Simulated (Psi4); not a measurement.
**UB2PLYP/aug-cc-pVDZ (density fitting for correlation) run of CH3BCl (SMILES C[B]Cl)**

Aim: the vertical doublet–quartet gap of CH3BCl at UB2PLYP/aug-cc-pVDZ (density fitting for correlation), from 2 runs. 

The calculation is run with Psi4 1.11.

1 further run of the same task is left out (set aside as unsound or not needed).

## (1) The structure to begin with

The species is CH3BCl (6 atoms), meant as a doublet with charge 0. SMILES: `C[B]Cl`. The shape is that of a PBE0-D4/def2-TZVP optimisation.

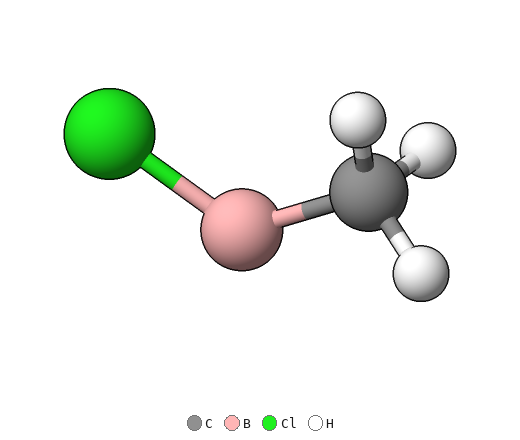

Viewed from a chosen angle; carbon grey, boron pink, chlorine green, hydrogen white.

## (2) The energy at UB2PLYP/aug-cc-pVDZ (density fitting for correlation)

File job.py:

```python
import psi4

psi4.set_memory(1600000000)
psi4.set_num_threads(1)
psi4.set_output_file('run.log', False)

geom = psi4.geometry("""
0 2
C     -0.54783160     0.61453894    -0.59035044
B      0.36906351    -2.00216483     0.31690707
Cl     2.77374001    -2.56190171     2.45248656
H     -2.02862099     1.21263725     0.73831600
H      0.93390265     2.05753380    -0.54745366
H     -1.42107405     0.55822510    -2.45739985
units au
symmetry c1
no_reorient
no_com
""")

psi4.set_options({
    'basis': 'aug-cc-pVDZ',
    'reference': 'uks',
    'puream': True,
    'e_convergence': 1e-09,
    'd_convergence': 1e-08,
    'scf_type': 'pk',
    'dft_radial_points': 99,
    'dft_spherical_points': 590,
    'num_frozen_docc': 7,
    'maxiter': 200,
})

E, wfn = psi4.energy('b2plyp', return_wfn=True)
print('E =', round(E, 9))
```

Run with:

```
$ python job.py
```

run.log, shortened:

```text
[...]
  Running in c1 symmetry.
[...]
  Nuclear repulsion =   76.029351733043185
[...]
  Multiplicity = 2
[...]
  Nalpha       = 16
  Nbeta        = 15
[...]
    Number of basis functions: 100
[...]
   @UKS iter   1:  -524.40774125429505   -3.47290e-01   5.98676e-03 ADIIS/DIIS
[...]
   @UKS iter  12:  -524.60099035728558   -1.86446e-11   7.44554e-09 DIIS
[...]
   @S^2 Observed:                7.527873725E-01
[...]
    Orbital Energies [Eh]
    ---------------------
    Alpha Occupied:
       1A   -102.933182     2A    -10.620659     3A     -9.931284
       4A     -7.569356     5A     -7.565336     6A     -7.564802
       7A     -7.183206     8A     -0.971097     9A     -0.828855
      10A     -0.562956    11A     -0.496790    12A     -0.486329
      13A     -0.459763    14A     -0.410831    15A     -0.406042
      16A     -0.253130
    Alpha Virtual:
      17A     -0.001099    18A      0.013918    19A      0.033450
      20A      0.035433    21A      0.036680    22A      0.060362
      23A      0.069503    24A      0.075644    25A      0.107662
[...]
  @UKS Final Energy:  -524.60099035728558
   => Energetics <=
    Nuclear Repulsion Energy =             76.0293517330431854
    One-Electron Energy =                -871.8798364005604071
    Two-Electron Energy =                 289.7783617828492311
    DFT Exchange-Correlation Energy =     -18.5288674726176517
    Empirical Dispersion Energy =           0.0000000000000000
    VV10 Nonlocal Energy =                  0.0000000000000000
    Total Energy =                       -524.6009903572855819
[...]
 Multipole Moments:
 ------------------------------------------------------------------------------------
     Multipole            Electronic (a.u.)      Nuclear  (a.u.)        Total (a.u.)
 ------------------------------------------------------------------------------------
 L = 1.  Multiply by 2.5417464519 to convert [e a0] to [Debye]
 Dipole X            :        -43.4296890           43.1961157           -0.2335733
 Dipole Y            :         46.5141637          -46.0475234            0.4666402
 Dipole Z            :        -37.6663763           37.4681667           -0.1982096
 Magnitude           :                                                    0.5582084
[...]
```

On the terminal:

```text
E = -524.720095236
```

It took 20 s on 1 thread of Intel Xeon 6975P-C (Granite Rapids), shared host; peak memory 0.81 GiB.

## (3) The quartet at the same level

File calc.inp:

```
memory 1600 MB

molecule mol {
  0 4
  C     -0.54783160     0.61453894    -0.59035044
  B      0.36906351    -2.00216483     0.31690707
  Cl     2.77374001    -2.56190171     2.45248656
  H     -2.02862099     1.21263725     0.73831600
  H      0.93390265     2.05753380    -0.54745366
  H     -1.42107405     0.55822510    -2.45739985
  units au
  symmetry c1
}

set globals {
  basis aug-cc-pVDZ
  reference uks
  puream true
  e_convergence 1e-09
  d_convergence 1e-08
  scf_type pk
  dft_radial_points 99
  dft_spherical_points 590
  num_frozen_docc 7
  maxiter 200
}

e_tot, wfn = energy('b2plyp', return_wfn=True)
print_variables()
```

Run with:

```
$ psi4 -n 1 calc.inp calc.out
```

calc.out, shortened:

```text
[...]
  Running in c1 symmetry.
[...]
  Nuclear repulsion =   76.029351733043185
[...]
  Multiplicity = 4
[...]
  Nalpha       = 17
  Nbeta        = 14
[...]
    Number of basis functions: 100
[...]
   @UKS iter   1:  -524.06510848005485   -4.65712e-03   7.09770e-03 DIIS/ADIIS
[...]
   @UKS iter  20:  -524.37047663885448   -2.23963e-11   7.68058e-09 DIIS
[...]
   @S^2 Observed:                3.758758343E+00
[...]
    Orbital Energies [Eh]
    ---------------------
    Alpha Occupied:
       1A   -103.032744     2A    -10.630597     3A    -10.026049
       4A     -7.675382     5A     -7.659071     6A     -7.655956
       7A     -7.105212     8A     -1.054295     9A     -0.830619
      10A     -0.608243    11A     -0.530889    12A     -0.500586
      13A     -0.486276    14A     -0.468230    15A     -0.458648
      16A     -0.236956    17A     -0.165256
    Alpha Virtual:
      18A      0.014378    19A      0.029155    20A      0.034991
      21A      0.038961    22A      0.058483    23A      0.068468
      24A      0.078094    25A      0.101896    26A      0.117691
[...]
  @UKS Final Energy:  -524.37047663885448
   => Energetics <=
    Nuclear Repulsion Energy =             76.0293517330431854
    One-Electron Energy =                -870.6083132119566699
    Two-Electron Energy =                 288.7216580283140388
    DFT Exchange-Correlation Energy =     -18.5131731882550383
    Empirical Dispersion Energy =           0.0000000000000000
    VV10 Nonlocal Energy =                  0.0000000000000000
    Total Energy =                       -524.3704766388544840
[...]
 Multipole Moments:
 ------------------------------------------------------------------------------------
     Multipole            Electronic (a.u.)      Nuclear  (a.u.)        Total (a.u.)
 ------------------------------------------------------------------------------------
 L = 1.  Multiply by 2.5417464519 to convert [e a0] to [Debye]
 Dipole X            :          3.9920001           -3.5303973            0.4616028
 Dipole Y            :         -4.6034633            4.9722252            0.3687619
 Dipole Z            :          3.5755235           -3.1260542            0.4494693
 Magnitude           :                                                    0.7423511
[...]
```

Run time: 30 s. Hardware: 1 thread of Intel Xeon 6975P-C (Granite Rapids), shared host; peak memory 0.81 GiB.

## (4) What came out

At UB2PLYP/aug-cc-pVDZ (density fitting for correlation), 7 core orbitals frozen:

```
                                                         quantity          value
                                            doublet: total energy  -524.72010 Eh
doublet: HOMO energy (SCF part's orbitals) (highest over α and β)       -6.89 eV
 doublet: LUMO energy (SCF part's orbitals) (lowest over α and β)       -0.41 eV
                                                    doublet: ⟨S²⟩          0.753
                                            quartet: total energy  -524.48789 Eh
quartet: HOMO energy (SCF part's orbitals) (highest over α and β)       -4.50 eV
                                                    quartet: ⟨S²⟩          3.759
                 vertical energy of the quartet above the doublet       6.319 eV
```

**Reading.** At this shape the quartet lies 6.32 eV (610 kJ/mol) above the doublet.
